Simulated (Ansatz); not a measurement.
# What NaVSe3 (model cell, started as cubic perovskite with V in the octahedra) distorts into, part 2 of 3

Wanted: the energy along a soft mode of NaVSe3 (model cell, started as cubic perovskite with V in the octahedra) and the structure at the end.

Ansatz 0.2.0; DFT PBE, scalar-relativistic, plane waves, PAW.

So far, highest frequency on the path or at a solved wavevector (cm⁻¹): step 2 (phonons on a q mesh) 250. Also lowest frequency on the path (cm⁻¹): step 2 -146.

The structure was built from a prototype and need not be the compound's stable phase.

### 5. Energy along the mode, all amplitudes (two of the runs are shown above)

An imaginary frequency means negative curvature, so the energy should fall and then rise again as anharmonic terms take over.

This step gave:

```yaml
depth_at_the_lowest_point_sampled: 45.05 meV/atom
largest_atomic_shift_at_that_point: 0.45 Å
```

The energy from the parent by largest atomic shift:

```
largest atomic shift (Å)  energy from the parent (meV/atom)
                   0.000                                  0
                   0.040                             -0.789
                   0.080                              -3.19
                   0.140                              -10.1
                   0.220                              -25.7
                   0.320                              -44.0
                   0.450                              -45.1
                   0.600                               1.66
```

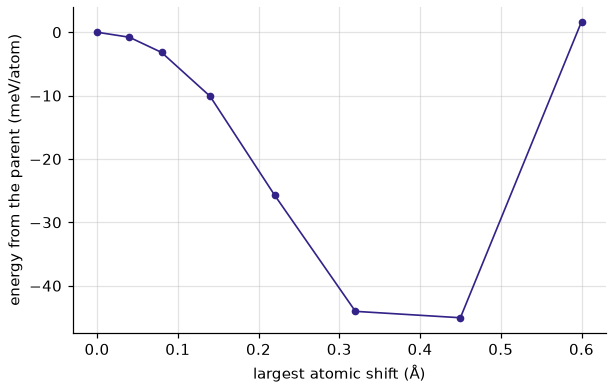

Energy from the parent against largest atomic shift.

Displacement at unit largest shift by atom:

```
atom  x (Å)   y (Å)   z (Å)   size
 Na1  0.000  -0.013  -0.013  0.018
  V2  0.000   0.707   0.707  1.000
 Se3  0.000  -0.235   0.017  0.236
 Se4  0.000   0.017  -0.235  0.236
 Se5  0.000  -0.235  -0.235  0.332
```

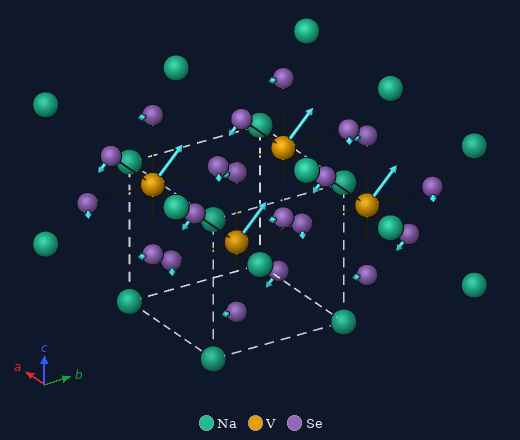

Displacement at unit largest shift as arrows, the longest 1.000 Å. 2×2×1 cells are drawn. Some periodic images of atoms are drawn too.

The lowest of the steps tried is at 0.45 Å, 45.1 meV/atom below the parent; the bottom of the well need not coincide with a step.

### 6. Relaxation from the frozen mode

Starting from the lowest point found, all atoms and the cell are let go, so that strain and other modes of the same symmetry can join in.

Input file input.yaml:

```yaml
crystal:
  lattice:
    - [4.8990130555, 0.0, 0.0]
    - [0.0, 4.8990130555, 0.0]
    - [0.0, 0.0, 4.8990130555]
  atoms:
    - { symbol: Na, position: [0.0, -0.0011544233, -0.0011544233] }
    - { symbol: V, position: [0.5, 0.5649514602, 0.5649514602] }
    - { symbol: Se, position: [0.5, 0.4784163293, 0.0016054404] }
    - { symbol: Se, position: [0.5, 0.0016054404, 0.4784163293] }
    - { symbol: Se, position: [0.0, 0.4784163293, 0.4784163293] }
kpoints:
  mp_grid: { grid: [6, 6, 6] }
hamiltonian:
  xc: pbe
scf:
  occupations: { method: methfessel_paxton, width: 0.15 }
output:
  forces: true
  stress: true
  eigenvalues: true
relax:
  adjacent_minimum: "off"
  f_tol: 0.002
  max_steps: 120
  cell: { stress_tol: 0.03 }
```

Command:

```bash
> ansatz run input.yaml --threads 8 --pin off --max-ram 14336MiB --backend cpu --events-out ev --progress --plain --runs-dir out
```

Numbers of over 12 decimals in the logs are rounded to 6 here.

The log of the run:

```text
[...]
Crystal: 5 atoms, lattice volume = 117.578 Å³
Basis set: ecut = 420 eV, 2325 PW (Γ), exchange–correlation on 72×72×72 points (8 copies of the dense FFT grid, shifted against one another)
Bands: 42, of which v1, the nominal top of the filled ones, is band 35 counted from 1 (34 counted from 0)
Symmetry: 4 space group operations
[...]
k-points: 52 of 216 (time reversal used)
[...]
SCF iter   1: F=—  HF=-20808.586119 eV  |F-HF|=—  |Δ(HF+E_count)|=         —  Δρ=5.08e-3  dr2=4.63e-2  ethr=1.77e-3  ⟨swp⟩=5.8  Hψ=7733  notcnv=0
[...]
SCF iter   7: F=-20808.579272 eV  HF=-20808.579272 eV  |F-HF|=3.15e-9  |Δ(HF+E_count)|=   1.29e-7  S|Δr|=    0.00e0  Δρ=4.45e-6  dr2=2.03e-8  ethr=1.43e-10  ⟨swp⟩=7.5  Hψ=8143  notcnv=0
SCF 1 converged in 7 iterations: F = -20808.579272 eV  dr2 = 2.03e-8
[...]
relax step   1: F+E_penalty+E_count = -20808.57927236 eV  Δ(F+E_penalty+E_count) = +0.000e0 eV  max|allowed force component| = 1.086e0 eV/Å  Δτ_max = 0.0000 Å  P = +2.722 GPa  Ω = 117.578 Å³  (7 SCF iters, dr2 threshold 1.00e-7 eV, accepted)
Crystal: 5 atoms, lattice volume = 119.076 Å³
Basis set: ecut = 420 eV, 2341 PW (Γ), exchange–correlation on 72×72×72 points (8 copies of the dense FFT grid, shifted against one another)
[...]
SCF iter   8: F=-20808.803800 eV  HF=-20808.803800 eV  |F-HF|=4.42e-8  |Δ(HF+E_count)|=   4.21e-8  S|Δr|=    0.00e0  Δρ=6.46e-6  dr2=5.98e-8  ethr=7.14e-10  ⟨swp⟩=4.0  Hψ=6626  notcnv=0
SCF 2 converged in 8 iterations: F = -20808.803800 eV  dr2 = 5.98e-8
relax step   2: F+E_penalty+E_count = -20808.80379995 eV  Δ(F+E_penalty+E_count) = -2.245e-1 eV  max|allowed force component| = 1.827e-1 eV/Å  Δτ_max = 0.1922 Å  P = +0.125 GPa  Ω = 119.076 Å³  energy of the carried Pulay correction = -1.578e-4 eV  (8 SCF iters, dr2 threshold 5.00e-7 eV, accepted)
Crystal: 5 atoms, lattice volume = 120.655 Å³
Basis set: ecut = 420 eV, 2365 PW (Γ), exchange–correlation on 72×72×72 points (8 copies of the dense FFT grid, shifted against one another)
[...]
SCF iter   7: F=-20808.832636 eV  HF=-20808.832636 eV  |F-HF|=2.13e-7  |Δ(HF+E_count)|=   1.40e-9  S|Δr|=    0.00e0  Δρ=1.17e-5  dr2=2.93e-7  ethr=7.14e-10  ⟨swp⟩=6.2  Hψ=10515  notcnv=0
SCF 3 converged in 7 iterations: F = -20808.832636 eV  dr2 = 2.93e-7
relax step   3: F+E_penalty+E_count = -20808.83263623 eV  Δ(F+E_penalty+E_count) = -2.884e-2 eV  max|allowed force component| = 2.118e-1 eV/Å  Δτ_max = 0.1046 Å  P = -0.431 GPa  Ω = 120.655 Å³  energy of the carried Pulay correction = -3.220e-4 eV  (7 SCF iters, dr2 threshold 5.00e-7 eV, accepted)
[... from here on, the SCF cycles and remarks between the steps are left out ...]
relax step   4: F+E_penalty+E_count = -20808.85580594 eV  Δ(F+E_penalty+E_count) = -2.317e-2 eV  max|allowed force component| = 9.984e-2 eV/Å  Δτ_max = 0.0496 Å  P = -0.094 GPa  Ω = 121.017 Å³  energy of the carried Pulay correction = -3.594e-4 eV  (6 SCF iters, dr2 threshold 5.00e-7 eV, accepted)
relax step   5: F+E_penalty+E_count = -20808.87981139 eV  Δ(F+E_penalty+E_count) = -2.401e-2 eV  max|allowed force component| = 9.415e-2 eV/Å  Δτ_max = 0.0510 Å  P = +0.565 GPa  Ω = 122.045 Å³  energy of the carried Pulay correction = -4.648e-4 eV  (6 SCF iters, dr2 threshold 5.00e-7 eV, accepted)
relax step   6: F+E_penalty+E_count = -20808.89786381 eV  Δ(F+E_penalty+E_count) = -1.805e-2 eV  max|allowed force component| = 1.165e-1 eV/Å  Δτ_max = 0.0307 Å  P = +0.383 GPa  Ω = 125.401 Å³  energy of the carried Pulay correction = -8.027e-4 eV  (7 SCF iters, dr2 threshold 5.00e-7 eV, accepted)
relax step   7: F+E_penalty+E_count = -20808.92197484 eV  Δ(F+E_penalty+E_count) = -2.411e-2 eV  max|allowed force component| = 5.445e-2 eV/Å  Δτ_max = 0.0486 Å  P = +0.308 GPa  Ω = 129.211 Å³  energy of the carried Pulay correction = -1.175e-3 eV  (8 SCF iters, dr2 threshold 5.00e-7 eV, accepted)
relax step   8: F+E_penalty+E_count = -20808.92293258 eV  Δ(F+E_penalty+E_count) = -9.577e-4 eV  max|allowed force component| = 4.648e-2 eV/Å  Δτ_max = 0.0412 Å  P = -0.095 GPa  Ω = 133.561 Å³  energy of the carried Pulay correction = -1.587e-3 eV  (9 SCF iters, dr2 threshold 5.00e-7 eV, accepted)
relax step   9: F+E_penalty+E_count = -20808.92861869 eV  Δ(F+E_penalty+E_count) = -5.686e-3 eV  max|allowed force component| = 1.876e-1 eV/Å  Δτ_max = 0.0274 Å  P = -0.412 GPa  Ω = 132.499 Å³  energy of the carried Pulay correction = -1.488e-3 eV  (9 SCF iters, dr2 threshold 5.00e-7 eV, accepted)
relax step  10: F+E_penalty+E_count = -20808.91307333 eV  Δ(F+E_penalty+E_count) = +1.555e-2 eV  max|allowed force component| = 3.068e-1 eV/Å  Δτ_max = 0.0934 Å  P = +1.076 GPa  Ω = 130.794 Å³  energy of the carried Pulay correction = -1.327e-3 eV  (11 SCF iters, dr2 threshold 5.00e-7 eV, rejected (line search))
relax step  11: F+E_penalty+E_count = -20808.93553818 eV  Δ(F+E_penalty+E_count) = -6.919e-3 eV  max|allowed force component| = 4.087e-2 eV/Å  Δτ_max = 0.0418 Å  P = +0.023 GPa  Ω = 132.700 Å³  energy of the carried Pulay correction = -1.507e-3 eV  (16 SCF iters, accepted)
relax step  12: F+E_penalty+E_count = -20808.93885478 eV  Δ(F+E_penalty+E_count) = -3.317e-3 eV  max|allowed force component| = 6.963e-2 eV/Å  Δτ_max = 0.0867 Å  P = +0.288 GPa  Ω = 133.879 Å³  energy of the carried Pulay correction = -1.617e-3 eV  (12 SCF iters, dr2 threshold 1.04e-7 eV, accepted)
relax step  13: F+E_penalty+E_count = -20808.94019114 eV  Δ(F+E_penalty+E_count) = -1.336e-3 eV  max|allowed force component| = 3.660e-2 eV/Å  Δτ_max = 0.0324 Å  P = +0.103 GPa  Ω = 134.879 Å³  energy of the carried Pulay correction = -1.709e-3 eV  (10 SCF iters, dr2 threshold 4.91e-7 eV, accepted)
relax step  14: F+E_penalty+E_count = -20808.94036056 eV  Δ(F+E_penalty+E_count) = -1.694e-4 eV  max|allowed force component| = 2.449e-2 eV/Å  Δτ_max = 0.0097 Å  P = -0.024 GPa  Ω = 135.196 Å³  energy of the carried Pulay correction = -1.738e-3 eV  (8 SCF iters, dr2 threshold 8.37e-8 eV, accepted)
relax step  15: F+E_penalty+E_count = -20808.94042203 eV  Δ(F+E_penalty+E_count) = -6.147e-5 eV  max|allowed force component| = 4.928e-3 eV/Å  Δτ_max = 0.0044 Å  P = +0.012 GPa  Ω = 135.044 Å³  energy of the carried Pulay correction = -1.724e-3 eV  (9 SCF iters, dr2 threshold 3.75e-8 eV, accepted)
[...]
relax step  28: F+E_penalty+E_count = -20809.05669942 eV  Δ(F+E_penalty+E_count) = -1.471e-3 eV  max|allowed force component| = 4.970e-2 eV/Å  Δτ_max = 0.0294 Å  P = +0.077 GPa  Ω = 146.936 Å³  energy of the carried Pulay correction = -1.670e-3 eV  (9 SCF iters, dr2 threshold 5.00e-7 eV, accepted)
relax step  29: F+E_penalty+E_count = -20809.05684603 eV  Δ(F+E_penalty+E_count) = -1.466e-4 eV  max|allowed force component| = 1.209e-2 eV/Å  Δτ_max = 0.0037 Å  P = +0.006 GPa  Ω = 147.202 Å³  energy of the carried Pulay correction = -1.726e-3 eV  (7 SCF iters, dr2 threshold 1.54e-7 eV, accepted)
relax step  30: F+E_penalty+E_count = -20809.05688031 eV  Δ(F+E_penalty+E_count) = -3.428e-5 eV  max|allowed force component| = 9.666e-3 eV/Å  Δτ_max = 0.0012 Å  P = -0.020 GPa  Ω = 147.335 Å³  energy of the carried Pulay correction = -1.755e-3 eV  (8 SCF iters, dr2 threshold 9.14e-9 eV, accepted)
relax step  31: F+E_penalty+E_count = -20809.05690159 eV  Δ(F+E_penalty+E_count) = -2.127e-5 eV  max|allowed force component| = 4.611e-3 eV/Å  Δτ_max = 0.0009 Å  P = +0.010 GPa  Ω = 147.270 Å³  energy of the carried Pulay correction = -1.741e-3 eV  (7 SCF iters, dr2 threshold 5.84e-9 eV, accepted)
relax step  32: F+E_penalty+E_count = -20809.05691134 eV  Δ(F+E_penalty+E_count) = -9.751e-6 eV  max|allowed force component| = 2.058e-4 eV/Å  Δτ_max = 0.0009 Å  P = +0.000 GPa  Ω = 147.236 Å³  energy of the carried Pulay correction = -1.734e-3 eV  (7 SCF iters, dr2 threshold 1.33e-9 eV, accepted)
relax step  33: F+E_penalty+E_count = -20809.07192149 eV  Δ(F+E_penalty+E_count) = -1.501e-2 eV  max|allowed force component| = 5.867e-4 eV/Å  Δτ_max = 0.0000 Å  P = +0.167 GPa  Ω = 147.236 Å³  stress off target by 4.70e-1 GPa  SCF on the basis re-selected at this cell (its energy is not comparable with the rows above)  (12 SCF iters)
relax step  34: F+E_penalty+E_count = -20809.07915577 eV  Δ(F+E_penalty+E_count) = -7.234e-3 eV  max|allowed force component| = 3.548e-2 eV/Å  Δτ_max = 0.0307 Å  P = +0.048 GPa  Ω = 147.220 Å³  energy of the carried Pulay correction = +4.671e-6 eV  (9 SCF iters, dr2 threshold 5.00e-7 eV, accepted)
relax step  35: F+E_penalty+E_count = -20809.09018333 eV  Δ(F+E_penalty+E_count) = -1.103e-2 eV  max|allowed force component| = 3.194e-2 eV/Å  Δτ_max = 0.0419 Å  P = +0.080 GPa  Ω = 148.239 Å³  energy of the carried Pulay correction = -7.512e-5 eV  (10 SCF iters, dr2 threshold 2.30e-7 eV, accepted)
relax step  36: F+E_penalty+E_count = -20809.09664477 eV  Δ(F+E_penalty+E_count) = -6.461e-3 eV  max|allowed force component| = 3.270e-2 eV/Å  Δτ_max = 0.0477 Å  P = +0.081 GPa  Ω = 150.569 Å³  energy of the carried Pulay correction = -2.917e-4 eV  (11 SCF iters, dr2 threshold 1.78e-7 eV, accepted)
relax step  37: F+E_penalty+E_count = -20809.09728164 eV  Δ(F+E_penalty+E_count) = -6.369e-4 eV  max|allowed force component| = 3.149e-2 eV/Å  Δτ_max = 0.0235 Å  P = +0.009 GPa  Ω = 152.273 Å³  energy of the carried Pulay correction = -4.776e-4 eV  (10 SCF iters, dr2 threshold 6.68e-8 eV, accepted)
relax step  38: F+E_penalty+E_count = -20809.09743193 eV  Δ(F+E_penalty+E_count) = -1.503e-4 eV  max|allowed force component| = 8.943e-3 eV/Å  Δτ_max = 0.0080 Å  P = +0.008 GPa  Ω = 151.998 Å³  energy of the carried Pulay correction = -4.456e-4 eV  (8 SCF iters, dr2 threshold 6.20e-8 eV, accepted)
relax step  39: F+E_penalty+E_count = -20809.09746724 eV  Δ(F+E_penalty+E_count) = -3.531e-5 eV  max|allowed force component| = 8.593e-4 eV/Å  Δτ_max = 0.0034 Å  P = -0.001 GPa  Ω = 151.962 Å³  energy of the carried Pulay correction = -4.419e-4 eV  (9 SCF iters, dr2 threshold 5.00e-9 eV, accepted)
relax step  40: F+E_penalty+E_count = -20809.09957611 eV  Δ(F+E_penalty+E_count) = -2.109e-3 eV  max|allowed force component| = 1.315e-3 eV/Å  Δτ_max = 0.0000 Å  P = +0.025 GPa  Ω = 151.962 Å³  stress off target by 7.97e-2 GPa  SCF on the basis re-selected at this cell (its energy is not comparable with the rows above)  (11 SCF iters)
relax step  41: F+E_penalty+E_count = -20809.10003805 eV  Δ(F+E_penalty+E_count) = -4.619e-4 eV  max|allowed force component| = 1.099e-2 eV/Å  Δτ_max = 0.0140 Å  P = +0.027 GPa  Ω = 152.724 Å³  energy of the carried Pulay correction = -6.058e-5 eV  (10 SCF iters, dr2 threshold 1.59e-8 eV, accepted)
relax step  42: F+E_penalty+E_count = -20809.10006566 eV  Δ(F+E_penalty+E_count) = -2.761e-5 eV  max|allowed force component| = 6.330e-3 eV/Å  Δτ_max = 0.0054 Å  P = -0.012 GPa  Ω = 153.183 Å³  energy of the carried Pulay correction = -9.883e-5 eV  (9 SCF iters, dr2 threshold 7.55e-9 eV, accepted)
relax step  43: F+E_penalty+E_count = -20809.10007215 eV  Δ(F+E_penalty+E_count) = -6.491e-6 eV  max|allowed force component| = 2.529e-3 eV/Å  Δτ_max = 0.0003 Å  P = +0.004 GPa  Ω = 153.163 Å³  energy of the carried Pulay correction = -9.708e-5 eV  (6 SCF iters, dr2 threshold 2.50e-9 eV, accepted)
relax step  44: F+E_penalty+E_count = -20809.10007313 eV  Δ(F+E_penalty+E_count) = -9.801e-7 eV  max|allowed force component| = 7.701e-5 eV/Å  Δτ_max = 0.0002 Å  P = -0.000 GPa  Ω = 153.157 Å³  energy of the carried Pulay correction = -9.662e-5 eV  (6 SCF iters, dr2 threshold 4.00e-10 eV, accepted)
[...]
SCF iter  11: F=-20809.100168 eV  HF=-20809.100168 eV  |F-HF|=3.64e-12  |Δ(HF+E_count)|=  5.46e-11  S|Δr|=    0.00e0  Δρ=7.41e-8  dr2=1.37e-11  ethr=1.00e-12  ⟨swp⟩=5.0  Hψ=9007  notcnv=0
SCF 45 converged in 11 iterations: F = -20809.100168 eV  dr2 = 1.37e-11
relax step  45: F+E_penalty+E_count = -20809.10016771 eV  Δ(F+E_penalty+E_count) = -9.458e-5 eV  max|allowed force component| = 1.353e-4 eV/Å  Δτ_max = 0.0000 Å  P = -0.002 GPa  Ω = 153.157 Å³  stress off target by 1.80e-3 GPa  SCF on the basis re-selected at this cell (its energy is not comparable with the rows above)  (11 SCF iters)
[...]
SCF converged after 11 iterations
[...]
Free energy (F): -20809.100168 eV
[...]
Internal energy: -20809.101863 eV  (E = F + TS)
E sigma→0 (E₀):  -20809.100592 eV
Entropy (-TS):   0.001696 eV (0.339 meV/atom)
Fermi energy:    4.380051 eV
[...]
--- Forces (eV/Å), atoms counted from 1 ---
  atom   1  Na    -0.00000000     0.00002759     0.00002759
  atom   2  V      0.00000000     0.00009432     0.00009432
  atom   3  Se     0.00000000     0.00001263    -0.00013534
  atom   4  Se     0.00000000    -0.00013534     0.00001263
  atom   5  Se    -0.00000000     0.00000070     0.00000070
  max |Σ_I F_I| component: 9.23e-8 eV/Å
--- Stress (GPa, compression-positive) ---
       -0.001798       0.000000      -0.000000
        0.000000      -0.001550       0.000117
       -0.000000       0.000117      -0.001550
  P = ⅓ Tr σ = -0.0016 GPa (-0.016 kbar)
--- Band table (eV; the first three rows and the last of 52) ---
  k-point 0: bands = [... 31 lower, 2.5168, 3.1821, 3.2988, 4.2939, 5.1370, 5.7326, 6.5940, 7.0004, ... 3 higher]
  k-point 1: bands = [... 31 lower, 2.4762, 3.1365, 3.3750, 4.0580, 5.2185, 5.7056, 6.6739, 7.0066, ... 3 higher]
  k-point 2: bands = [... 31 lower, 2.3669, 3.0921, 3.4831, 3.6436, 5.3128, 5.6462, 6.4348, 7.0168, ... 3 higher]
  k-point 51: bands = [... 31 lower, 2.4230, 3.1553, 3.7665, 3.9063, 4.6745, 5.3065, 5.4715, 6.4870, ... 3 higher]
--- Relaxed structure (41 steps of the walk, 39 accepted, 4 SCFs on fresh bases) ---
  F+E_penalty+E_count = -20809.10016771 eV   max|allowed force component| = 1.353e-4 eV/Å   (the final SCF, on the basis selected at the relaxed cell)
  cell:  # Å, volume = 153.1572 Å³
    - [4.028196, 0, 0]
    - [0, 6.282381, 1.202929]
    - [0, 1.202929, 6.282381]
  atoms:
    - { symbol: Na, position: [0, -0.109443, -0.109443] }
    - { symbol: V, position: [0.5, 0.627346, 0.627346] }
    - { symbol: Se, position: [0.5, 0.497443, 0.00148294] }
    - { symbol: Se, position: [0.5, 0.00148294, 0.497443] }
    - { symbol: Se, position: [0, 0.505406, 0.505406] }
```

Run time: 6.7 min. Hardware: 8 threads of Arm Neoverse N1, shared host; peak memory 0.76 GiB.

Relaxation path (22 of 45):

```
step  energy less that of the first step (eV)  largest force component (eV/Å)  pressure (GPa)  volume (Å³)
   1                                   0.0000                          1.0855            2.72       117.58
   3                                  -0.2534                          0.2118           -0.43       120.66
   5                                  -0.3005                          0.0942            0.57       122.05
   7                                  -0.3427                          0.0544            0.31       129.21
   9                                  -0.3493                          0.1876           -0.41       132.50
  11                                  -0.3563                          0.0409            0.02       132.70
  14                                  -0.3611                          0.0245           -0.02       135.20
  16                                  -0.3612                          0.0052           -0.01       135.16
  18                                  -0.3612                          0.0008            0.00       135.16
  20                                  -0.4270                          0.0460            0.37       139.24
  22                                  -0.4660                          0.1755           -0.28       150.29
  24                                  -0.4714                          0.0488           -0.05       152.26
  26                                  -0.4742                          0.0632            0.00       151.15
  28                                  -0.4774                          0.0497            0.08       146.94
  30                                  -0.4776                          0.0097           -0.02       147.33
  32                                  -0.4776                          0.0002            0.00       147.24
  35                                  -0.5109                          0.0319            0.08       148.24
  37                                  -0.5180                          0.0315            0.01       152.27
  39                                  -0.5182                          0.0009            0.00       151.96
  41                                  -0.5208                          0.0110            0.03       152.72
  43                                  -0.5208                          0.0025            0.00       153.16
 45*                                  -0.5209                          0.0001            0.00       153.16
```

Relaxation steps marked * repeat the geometry before them on a plane-wave basis chosen anew for their cell, so energy and pressure can jump there. Other such steps can lie between the rows shown. Relaxation steps 10, 23 were tried and not accepted.

The run keeps the 4 symmetry operations that it works with, so distortions that break them were not tested.

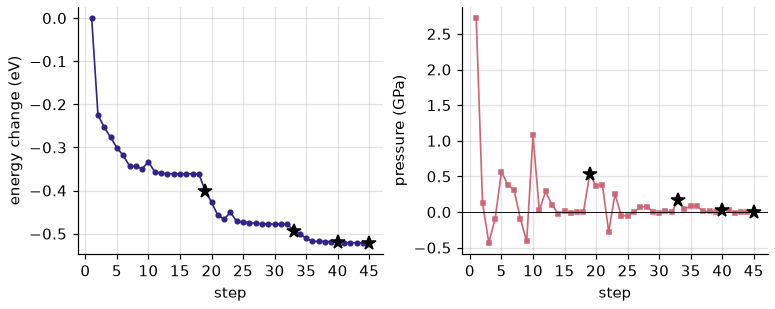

Energy and pressure along the relaxation. Stars mark steps on a basis chosen anew.

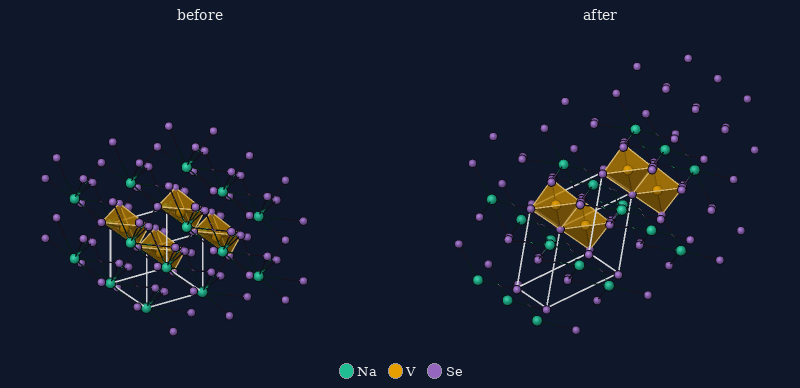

The structure before and after the relaxation, drawn at the same scale. Bonds to atoms that aren't drawn are left out.

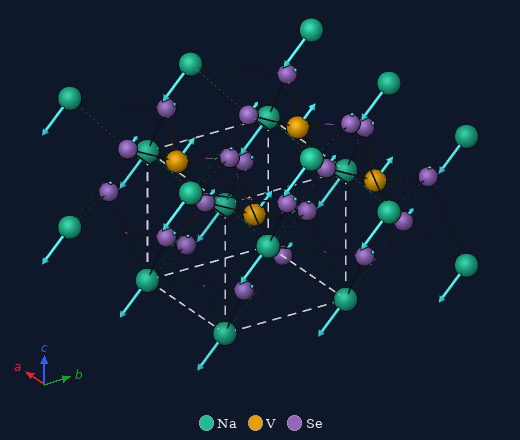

Displacements in the relaxation, exaggerated, measured against the changing cell; the longest in the cell stands for 1.15 Å. Bonds to atoms that aren't drawn are left out. 2×2×1 cells are drawn. Some periodic images of atoms are drawn too.

```
     cell as run  before  after   change
           a (Å)   4.899  4.028  -17.8 %
           b (Å)   4.899  6.397  +30.6 %
           c (Å)   4.899  6.397  +30.6 %
           α (°)   90.00  68.32  -24.1 %
volume (Å³/atom)   23.52  30.63  +30.3 %
```

The atoms that moved most (Å, as changes of fractional coordinates times the final cell):

```
atom     dx      dy      dz  length
 Na1  0.000  -0.811  -0.811   1.146
  V2  0.000   0.467   0.467   0.660
 Se5  0.000   0.202   0.202   0.286
 Se4  0.000   0.022   0.119   0.121
 Se3  0.000   0.119   0.022   0.121
```

The relaxed structure:

```xyz
5
Lattice="4.0282 0.0000 0.0000 0.0000 6.2824 1.2029 0.0000 1.2029 6.2824" Properties=species:S:1:pos:R:3 pbc="T T T"
Na    0.0000   -0.8192   -0.8192
V     2.0141    4.6959    4.6959
Se    2.0141    3.1269    0.6077
Se    2.0141    0.6077    3.1269
Se    0.0000    3.7831    3.7831
```

This step gave:

| Quantity | Value |
| --- | --- |
| pressure | -0.001633 GPa |
| volume per atom | 30.63 Å³ |
| gap on the k-mesh | 0.3135 eV |

The distorted start has space group Amm2; the relaxation ends in Amm2.

(Part 2 of 3 ends here.)

[Logs are printed without paths, hosts, clocks, repeated set-up lines and the standing remarks that a program may print on its own settings, such as how far it seeks lower states.]

[Hosts, paths, dates, database ids (printed as entryN), source tags and the programs' standing remarks are cut or masked in the printed files.]
